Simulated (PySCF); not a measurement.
# One shape, several levels: doublet [HNO3]+

We compute a comparison of 5 runs (U-r2SCAN/def2-SVPD, UBLYP/def2-SVPD, UPBE0/def2-SVPD, USVWN5/def2-SVPD, UTPSS/def2-SVPD) of doublet [HNO3]+. 

The results are computed with PySCF 2.14.0.

### 1 The molecule

The species is [HNO3]+ (5 atoms), meant as a doublet with charge +1. SMILES of the parent species: `O=[N+]([O-])O`. The shape is that of a PBE0-D4/def2-TZVP optimisation. That shape belongs to the parent species and isn't relaxed for this state.

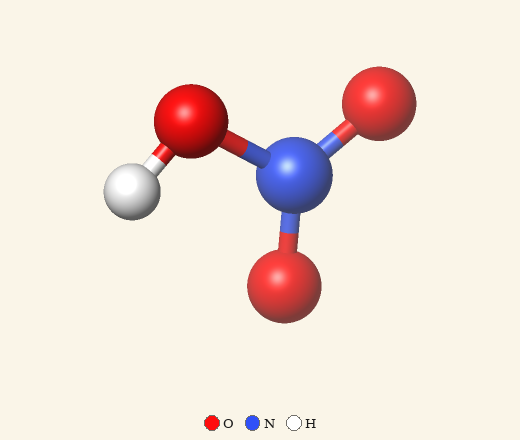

Viewed from a chosen angle; oxygen red, nitrogen blue, hydrogen white.

### 2 A single-point energy at U-r2SCAN/def2-SVPD (run 1)

Contents of calc.py:

```python
from pyscf import gto, dft

molecule = gto.Mole()
molecule.atom = '''
O      1.317870    -0.315800     0.746500
N      0.253090    -0.279730     0.226190
O     -0.596440    -1.123960     0.141450
O     -0.044080     0.932950    -0.373960
H     -0.930440     0.786540    -0.740170
'''
molecule.max_memory = 1860
molecule.basis = 'def2-svpd'
molecule.charge = 1
molecule.verbose = 3
molecule.spin = 1
molecule.build()

calc0 = dft.UKS(molecule, xc='r2scan')
calc0.grids.level = 5
calc0.conv_tol = 1e-10
calc0.kernel()
if not calc0.converged:
    calc0 = calc0.newton().run(calc0.mo_coeff, calc0.mo_occ)

e_tot = calc0.e_tot
print('Final energy', e_tot)
```

Run with:

```sh
OMP_NUM_THREADS=1 python calc.py
```

What it wrote:

```text
WARN: HOMO -0.367696439269856 >= LUMO -0.367696439269853

WARN: HOMO -0.624770206606467 >= LUMO -0.624233369743876

converged SCF energy = -280.119085811723  <S^2> = 0.75836451  2S+1 = 2.0083471
Final energy -280.119085811723
```

Run time: 74 s. Hardware: 1 thread of Arm Neoverse V2, shared host; peak memory 0.54 GiB.

### 3 A single-point energy at UBLYP/def2-SVPD (run 2)

Contents of run.py:

```python
from pyscf import gto, dft

mol = gto.M(
    atom='''
O      2.490413    -0.596776     1.410681
N      0.478271    -0.528613     0.427437
O     -1.127108    -2.123977     0.267302
O     -0.083299     1.763020    -0.706682
H     -1.758277     1.486345    -1.398719
''',
    unit='bohr',
    basis='def2-svpd',
    spin=1,
    verbose=3,
    max_memory=1860,
    charge=1,
)

mf = dft.UKS(mol)
mf.xc = 'blyp'
mf.grids.level = 5
mf.conv_tol = 1e-10
mf.kernel()
if not mf.converged:
    mf = mf.newton().run(mf.mo_coeff, mf.mo_occ)

e_tot = mf.e_tot
print('Final energy', e_tot)
```

Run with:

```sh
OMP_NUM_THREADS=1 python run.py
```

What it wrote:

```text
WARN: HOMO -0.351581768866699 >= LUMO -0.351581768866696

converged SCF energy = -280.242470831829  <S^2> = 0.75411898  2S+1 = 2.0041147
Final energy -280.2424708318289
```

Wall time 29 s (1 thread of Arm Neoverse V2, shared host); peak memory 0.5 GiB.

Runs 3 to 4 aren't shown in full; the table further down has their settings and results.

### 4 The energy at UTPSS/def2-SVPD (run 5)

Contents of input.xyz:

```xyz
5

O      1.317870    -0.315800     0.746500
N      0.253090    -0.279730     0.226190
O     -0.596440    -1.123960     0.141450
O     -0.044080     0.932950    -0.373960
H     -0.930440     0.786540    -0.740170
```

Contents of job.py:

```python
from pyscf import gto, dft

molecule = gto.Mole()
molecule.atom = 'input.xyz'
molecule.verbose = 3
molecule.charge = 1
molecule.max_memory = 1860
molecule.basis = 'def2-svpd'
molecule.spin = 1
molecule.build()

ks = dft.UKS(molecule, xc='tpss')
ks.conv_tol = 1e-10
ks.grids.level = 5
ks.kernel()
if not ks.converged:
    ks = ks.newton().run(ks.mo_coeff, ks.mo_occ)

e_final = ks.e_tot
print('Final energy', e_final)
```

Run with:

```sh
OMP_NUM_THREADS=1 python job.py
```

What it wrote:

```text
WARN: HOMO -0.358857822507024 >= LUMO -0.358857822507023

converged SCF energy = -280.30001778081  <S^2> = 0.75524368  2S+1 = 2.0052368
Final energy -280.30001778081044
```

Wall time 68 s (1 thread of Arm Neoverse V2, shared host); peak memory 0.54 GiB.

### 5 Overview of the runs

```csv
run,level,energy (Eh),HOMO energy (eV),LUMO energy (eV),⟨S²⟩,wall time
1,U-r2SCAN/def2-SVPD,-280.119086,-17.48,-16.27,0.758,74 s
2,UBLYP/def2-SVPD,-280.242471,-17.09,-16.29,0.754,29 s
3,UPBE0/def2-SVPD,-279.949893,-18.47,-15.40,0.761,38 s
4,USVWN5/def2-SVPD,-278.262009,-17.39,-16.78,0.753,19 s
5,UTPSS/def2-SVPD,-280.300018,-17.26,-16.24,0.755,68 s
```

### 6 Summary of results

| quantity | value |
| --- | --- |
| run 5: total energy | -280.30002 Eh |
| run 5: HOMO energy (highest over α and β) | -17.26 eV |
| run 5: LUMO energy (lowest over α and β) | -16.24 eV |
| run 5: ⟨S²⟩ | 0.755 |

In words: Totals of different functionals can't be ranked against each other. All runs together took 3.8 min, the longest 74 s.
